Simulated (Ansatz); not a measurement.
# Fields on a plane of TaC (rock salt)

```xyz
2
Lattice="0.0000 2.2379 2.2379 2.2379 0.0000 2.2379 2.2379 2.2379 0.0000" Properties=species:S:1:pos:R:3 pbc="T T T"
C      0.0000     0.0000     0.0000
Ta     2.2379     2.2379     2.2379
```

The slice is a {110} plane (indices of the conventional cell) through the point (0.500, 0.500, 0.500) (fractional), spanned by u = [100] and v = [1 -1 -1] in vectors of this cell: u (3.16 Å) and v (4.48 Å, at 90° to u). It covers one period; positions are fractions (u, v).

Atoms on it: C at (0.00, 0.50); Ta at (0.00, 0.00).

Computed with PBE (plane waves to 420 eV, PAW, scalar-relativistic; Ansatz, a program for electronic structure). k mesh 18×18×18. Near the nuclei the fields are pseudised (PAW); where an atom keeps semicore shells as valence, they peak there. Spin-orbit coupling is left out, though Ta is heavy. TaC is run without spin polarisation. TaC was relaxed with its symmetry unable to fall.

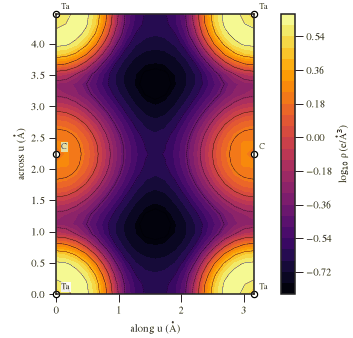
Figure: Log₁₀ of the valence density in e/Å³, one period of the plane, atoms marked. The scale is logarithmic, as a density can span decades between atoms and voids.

```
|xxx%@*:  .:.  :*@%xx|
|xx%@%+.  .:.  .+%@%x|
|%%@@#-   ...   -#@@%|
|@%%*=.   ...   .=#%%|
|*+=-.    ...    .-=+|
|:..               ..|
|.........   ........|
|++++==-:.. ..:-==+++|
|@@%%#*+-:...:-+*#%%@|
|@@@@@%*=:...:=*%@@@@|
|#%@@@@#+-:.:-+#@@@@%|
|xx#@@@%*-:::-*%@@@#x|
|xxx%@@%*=:::=*%@@%xx|
|xxx#@@%*=:::=*%@@#xx|
|xxx%@@%*=:::=*%@@%xx|
|xx#@@@%*-:::-*%@@@#x|
|#%@@@@#+-:.:-+#@@@@%|
|@@@@@%*=:...:=*%@@@@|
|@@%%#*+-:...:-+*#%%@|
|++++==-:.. ..:-==+++|
|.........   ........|
|:..               ..|
|*+=-.    ...    .-=+|
|@%%#=.   ...   .=*%%|
|%%@@#-   ...   -#@@%|
|xx%@%+.  .:.  .+%@%x|
|xxx%@*:  .:.  :*@%xx|
|xxx%@#:  .:.  :#@%xx|
```
Scale: ten equal steps from 0.12 (start of ' ') to 0.78 (end of '@'), in the order ' .:-=+*#%@'. Values: electron localisation function (ELF). The map has 20 points along u (one character each, u = 0 at the left) and 28 along v (v = 0 in the bottom row). Points within 0.4 Å of a nucleus are blanked (x), as the pseudised field means little there.

The density on the C–Ta line (2.24 Å) at its density minimum, 1.1 Å from C comes out as 0.55 e/Å³ and the ELF at that point comes out as 0.3.
